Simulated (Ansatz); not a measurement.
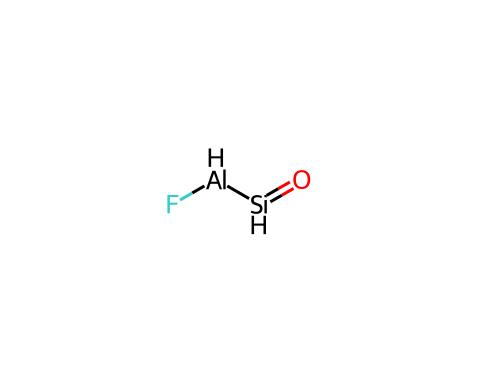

> Write the SMILES.

O=[SiH][AlH][F]

> What is the molecular formula?

AlFH2OSi.

> An optimisation with PBE0-D4/def2-TZVP gave a structure of which point group?

Cs. Other conformers may differ.

The parts below concern this one geometry. Atoms keep their numbers from picture to picture. The computed structure is the end point of a PBE0-D4/def2-TZVP optimisation. No frequency run is at hand to confirm it as a minimum.

## Geometry

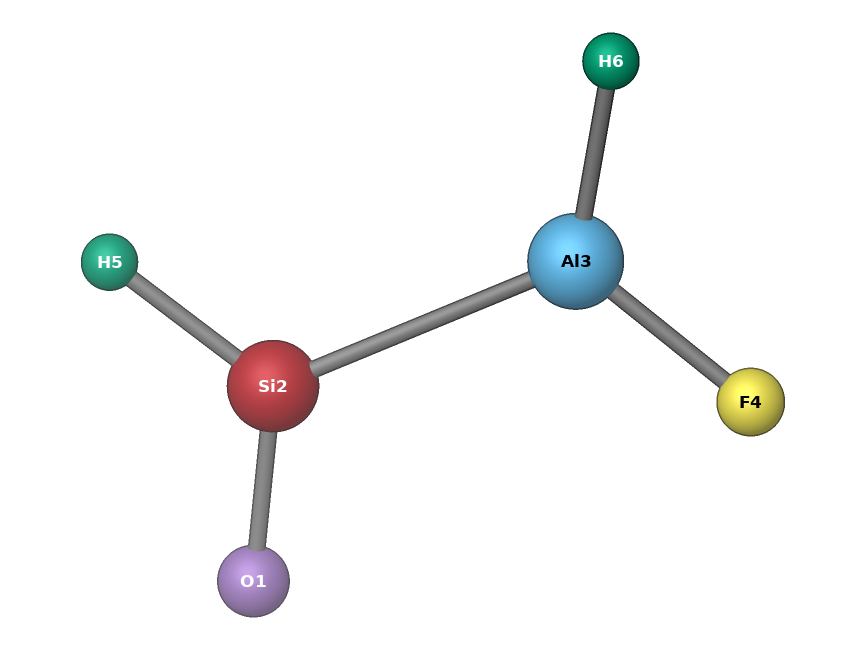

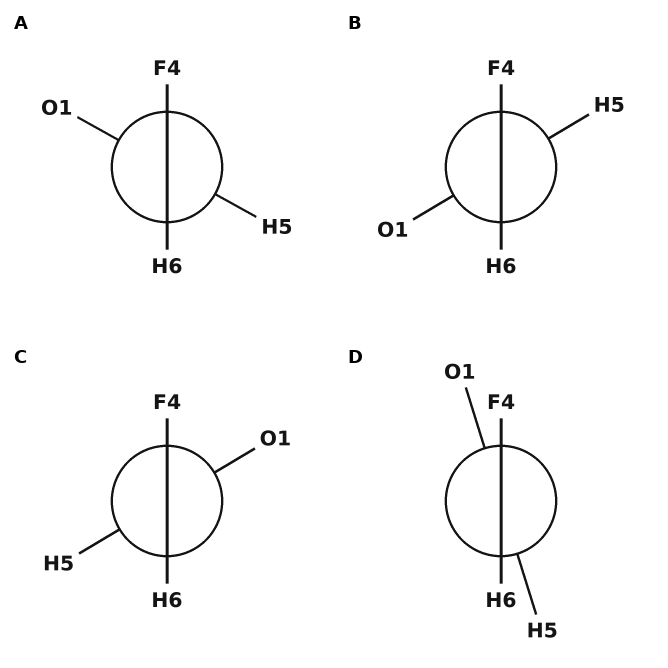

Depth is shown by fading: the farther an atom, the more it takes the colour of the background. Bonds that would overlap in a projection are set slightly apart. No frequency run is at hand to confirm it as a minimum.

> Which Newman projection shows the view along Al3–Si2, with Al3 in front?

D. The torsion angle F4–Al3–Si2–O1 is −1°, synperiplanar (eclipsed).

## Electronic properties

No frequency run is at hand to confirm it as a minimum. Method: RKS PBE0-D4/def2-TZVPP (Ansatz 0.2.0).

What does the calculation give?

- HOMO energy (Kohn–Sham orbital): −7.61 eV
- LUMO energy (Kohn–Sham orbital): −3.33 eV
- HOMO–LUMO gap: 4.29 eV

## Dipole moment

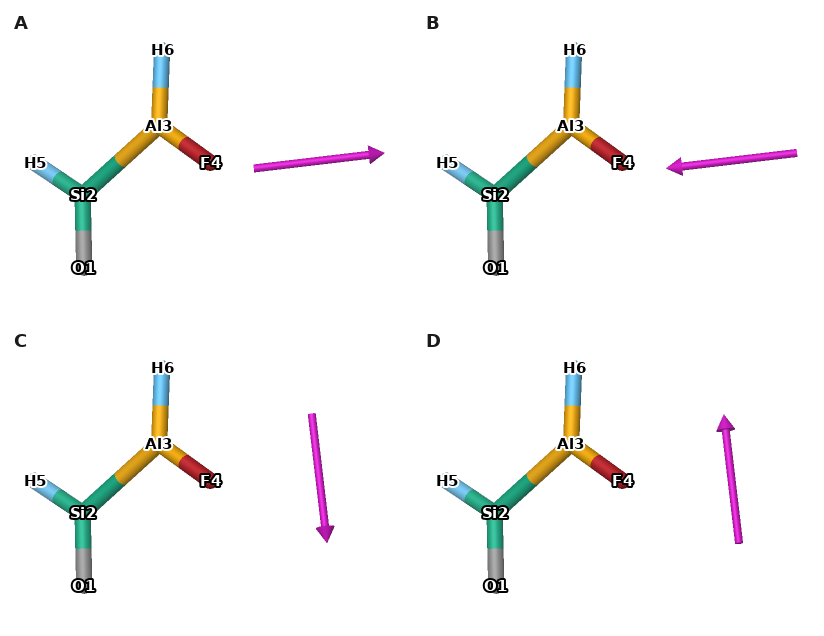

The same molecule four times, each with an arrow. No frequency run is at hand to confirm it as a minimum. Properties computed with RKS PBE0-D4/def2-TZVP (Ansatz 0.2.0).

> Which arrow points along the dipole moment, from the negative to the positive end?

D. The dipole moment is 4.38 D; it points from the side of O1 to the side of H6 (the outermost atoms at the two ends).

## Charges

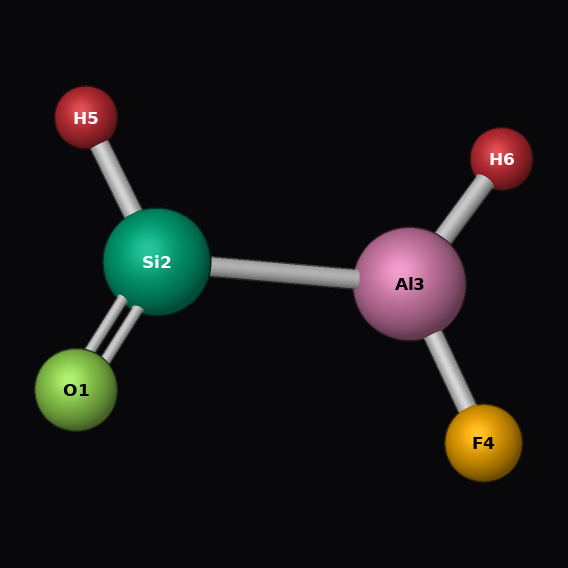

The questions are on Mulliken charges. No frequency run is at hand to confirm it as a minimum. Level of theory: RKS PBE0-D4/def2-TZVP (Ansatz 0.2.0).

> Which atom carries the highest charge (most positive or least negative)?

Al3 (0.57 e).

> And the lowest?

O1 (−0.46 e).

List the Mulliken charges.

```
atom  value (e)
  O1      −0.46
 Si2       0.30
 Al3       0.57
  F4      −0.32
  H5      −0.02
  H6      −0.07
```

Mulliken values depend strongly on the basis set and can even reverse the polarity of a bond.
